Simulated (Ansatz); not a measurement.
# Bands, cutoff and cost in G0W0 for CsCu2I3 (Cmcm), part 2 of 2

Aim: see how the G0W0 gap of CsCu2I3 (Cmcm) on r2SCAN moves with empty bands and screening cutoff, and what each rung costs.

Ansatz 0.2.0; G0W0 on r2SCAN, plane waves, PAW. Known limits of the many-body steps: not at the basis limit; no spin polarisation; d shell near the gap, gap tends to lie low; no spin-orbit coupling; coarse k mesh.

So far. Step 4 (961 empty bands, screening to 100 eV): Against the run with 2×2×2 mesh, 447 empty bands, screening to 60 eV, the gap moves by −0.27 eV. Step 5 (Changing the frequency model: 2×2×2 mesh, 447 empty …): Against the run with 2×2×2 mesh, 447 empty bands, screening to 60 eV, the gap moves by +0.009 eV.

In doubt: one-shot GW on d or f shells is unsure (steps 2, 3, 4, 5, 6), so the values of those runs are not to be relied on.

### 6. Changing the files: 2×2×2 mesh, 447 empty bands, screening to 60 eV, hard PAW files

Other atomic data (hard PAW) test the pseudisation: the cutoff goes from 500 to 700 eV, with the same valence electrons.

File input.yaml:

```yaml
crystal:
  lattice:
    - [5.27395, -6.58625, 0.0]
    - [5.27395, 6.58625, 0.0]
    - [0.0, 0.0, 6.09718]
  atoms:
    - { symbol: Cs, position: [0.3278, 0.6722, 0.25] }
    - { symbol: Cs, position: [0.6722, 0.3278, 0.75] }
    - { symbol: Cu, position: [0.851, 0.851, 0.0] }
    - { symbol: Cu, position: [0.149, 0.149, 0.5] }
    - { symbol: Cu, position: [0.149, 0.149, 0.0] }
    - { symbol: Cu, position: [0.851, 0.851, 0.5] }
    - { symbol: I, position: [0.8796, 0.1204, 0.25] }
    - { symbol: I, position: [0.1204, 0.8796, 0.75] }
    - { symbol: I, position: [0.836, 0.598, 0.25] }
    - { symbol: I, position: [0.164, 0.402, 0.75] }
    - { symbol: I, position: [0.598, 0.836, 0.75] }
    - { symbol: I, position: [0.402, 0.164, 0.25] }
kpoints:
  mp_grid: { grid: [2, 2, 2] }
hamiltonian:
  xc: r2scan
  pseudopotentials: { kind: paw, source: ansatz }
scf:
  occupations: { method: fixed }
gw:
  n_empty_bands: 447
  ecut_chi: 60
  qp_bands: [v4, c4]
  qp_kpoints: band_edges
  screening: { model: contour_deformation }
```

Run with:

```
$ ansatz run input.yaml --threads 24 --pin off --max-ram 82944MiB --backend cuda --events-out ev --progress --plain --runs-dir out --devices 1 --max-vram 78GiB
```

Numbers of over 12 decimals in the logs are rounded to 6 here.

Output:

```text
GPUs: using 1 of 1 available (devices: 1).
[...]
Crystal: 12 atoms, lattice volume = 423.578 Å³
Basis set: ecut = 700 eV, 17801 PW (Γ), exchange–correlation on 300×300×216 points (64 copies of the dense FFT grid, shifted against one another)
Bands: 118, of which v1, the nominal top of the filled ones, is band 98 counted from 1 (97 counted from 0)
Symmetry: 8 space group operations
[...]
k-points: 6 of 8
[...]
0   101      9.7219    -7.8488    -3.3105   -11.8627  0.8112    10.4317    10.4252  root
     0   102      9.7409    -8.5149    -3.4876   -12.8496  0.8073    10.5976    10.5880  root
[...]
5    99     10.4689    -7.9180    -3.7040   -12.4525  0.8057    11.3100    11.2994  root
     5   100     10.4689    -7.9180    -3.7040   -12.4525  0.8057    11.3100    11.2994  root
     5   101     10.6554    -8.5637    -3.7584   -13.2182  0.8017    11.5642    11.5514  root
     5   102     10.6554    -8.5637    -3.7584   -13.2182  0.8017    11.5642    11.5514  root
[key lines of the parts left out:]
SCF converged after 10 iterations
```

The job ended after 13 s (1 × NVIDIA GB200 (shared by 2 runs) with 24 threads of Arm Neoverse V2, shared host; peak memory 4.5 GiB).

Numbers from this step:

- bands summed: 545
- RPA ε∞ on this mesh (eigenvalues): 3.809, 3.886, 3.941
- plane waves in the screening matrix: 461
- G0W0 gap on the mesh: 3.645 eV
- k of the valence top: 0, 0, 0
- k of the conduction bottom: 0, 0, 0
- starting gap on the mesh: 2.494 eV
- least direct G0W0 gap on the computed points: 3.645 eV

Against the run with 2×2×2 mesh, 447 empty bands, screening to 60 eV, the gap moves by +0.016 eV.

### 7. Side by side

Times are wall times on 1 × NVIDIA GB200 (shared by 2 runs) with 24 threads of Arm Neoverse V2, shared host, good to a factor of about two.

| mesh | files | frequency | bands summed | cutoff (eV) | start (eV) | G0W0 (eV) | time | host memory (GiB) |
| --- | --- | --- | --- | --- | --- | --- | --- | --- |
| 2×2×2 | default PAW | contour deformation | 256 | 30 | 2.496 | 4.373 | 6.4 s | 2.4 |
| 2×2×2 | default PAW | contour deformation | 545 | 60 | 2.496 | 3.629 | 8.4 s | 3.2 |
| 2×2×2 | default PAW | contour deformation | 1059 | 100 | 2.496 | 3.354 | 14 s | 4.8 |
| 2×2×2 | default PAW | plasmon pole | 545 | 60 | 2.496 | 3.638 | 7.7 s | 3.2 |
| 2×2×2 | hard PAW | contour deformation | 545 | 60 | 2.494 | 3.645 | 13 s | 4.5 |

The parts of the quasiparticle energy at the two band edges (eV; QP = start + Σx + Σc − Vxc):

| run | edge | start | Σx | Σc | Vxc | Z | QP |
| --- | --- | --- | --- | --- | --- | --- | --- |
| 256 bands | valence top | 6.24 | -34.91 | 4.65 | -29.15 | 0.75 | 5.13 |
| 256 bands | conduction bottom | 8.74 | -6.80 | -3.13 | -10.69 | 0.83 | 9.50 |
| 545 bands | valence top | 6.24 | -34.91 | 5.11 | -29.15 | 0.74 | 5.59 |
| 545 bands | conduction bottom | 8.74 | -6.80 | -3.41 | -10.69 | 0.82 | 9.22 |
| 1059 bands | valence top | 6.24 | -34.91 | 5.19 | -29.15 | 0.74 | 5.68 |
| 1059 bands | conduction bottom | 8.74 | -6.80 | -3.60 | -10.69 | 0.82 | 9.03 |

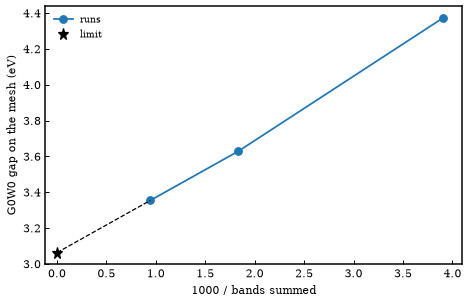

The gap against one over the number of bands; the dashed line carries the two highest rungs to the limit.

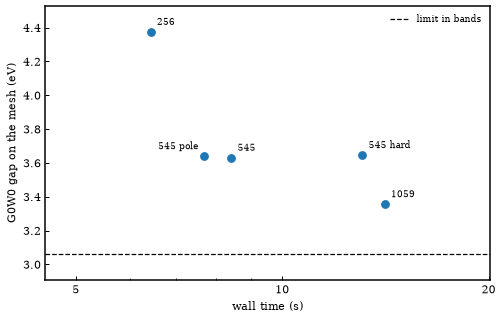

Result against wall time.

### 8. Outcome

```
256 bands, 30 eV                    : 4.373 eV
545 bands, 60 eV                    : 3.629 eV
1059 bands, 100 eV                  : 3.354 eV
estimated limit in bands and cutoff : 3.06 eV
mesh and start                      : 2×2×2, r2SCAN
```

A line in one over the bands through the two highest rungs gives 3.06 eV, −0.29 eV from the top rung; the pair below gives 2.97 eV, in fair agreement. The rungs stand 1.31 eV (256 bands), 0.57 eV (545 bands) and 0.29 eV (1059 bands) from it. From 256 to 1059 bands the gap moves by −1.02 eV while the time grows 2.2-fold. Σc changes by +0.55 eV at the valence top and −0.47 eV at the conduction bottom, so both edges matter. The plasmon-pole model gives +0.01 eV against contour deformation, 1 % of the correction, and saved no time in this program. Hard PAW files move the gap by +0.02 eV at equal bands and cutoff, −0.002 eV of it in the start. The 2×2×2 mesh is coarse for this cell (its supercell is 12 Å along the shortest edge). The RPA ε∞ on it, from the r2SCAN start, is 3.81, 3.88 and 3.94; such meshes misread the long-range screening, most where the gap is narrow. A d shell, filled or nearly so, lies near the gap. One-shot GW converges very slowly in bands there, not always from below, and on a semilocal start the gap tends to come out low; starts rich in exact exchange can overshoot instead. The many-body steps are scalar-relativistic: spin-orbit coupling is not in them.

[Paths, hosts, dates, memory and timing lines, banners, echoed tables and standing remarks are left out of the program output.]

[Logs are printed without paths, hosts, clocks, repeated set-up lines and the standing remarks that a program may print on its own settings, such as how far it seeks lower states.]

[Runs of the session that timed out or met a known fault of the program may be left out.]

[Cells called generated may have been cut or substituted from an entry of the Crystallography Open Database or the Materials Project.]

[Hosts, paths, dates, database ids (printed as entryN), source tags and the programs' standing remarks are cut or masked in the printed files.]
